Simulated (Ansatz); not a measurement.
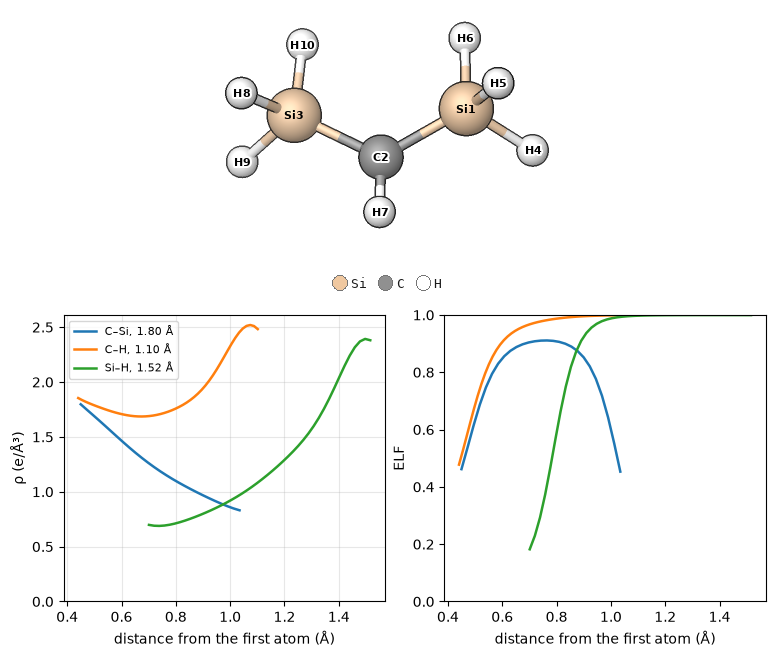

The picture shows: CH7Si2 (charge −1). Electron density and ELF along straight lines between neighbouring atoms. The curves leave out the atomic cores. The structure is drawn too.

The highest occupied orbital lies above zero, a sign that basis and functional describe the outermost electron poorly.

Method: RKS B3LYP-D4/cc-pVDZ in Ansatz 0.2.0.

```csv
atom,x (Å),y (Å),z (Å)
Si,-1.1342,0.8613,-0.7209
C,-0.0800,-0.5788,-0.4915
Si,1.1773,-0.7274,0.7874
H,-2.5700,0.5519,-1.1558
H,-0.7887,1.9481,-1.7601
H,-1.2809,1.6714,0.5520
H,-0.0118,-1.2832,-1.3357
H,2.6597,-0.4196,0.4907
H,1.3312,-2.1292,1.3856
H,0.8963,0.1730,1.9741
```

### Compare the contacts.

C–Si (1.80 Å): the density is about 0.97 e/Å³ at the midpoint; the ELF peaks at about 0.90 between the atoms: localised, covalent bonding.
C–H (1.10 Å): ρ is about 1.7 e/Å³ halfway; the ELF climbs to about 1 towards the hydrogen, as it does in any bond to H; a covalent bond by its length.
Si–H (1.52 Å): ρ is about 0.69 e/Å³ halfway; the ELF climbs to about 1 towards the hydrogen.
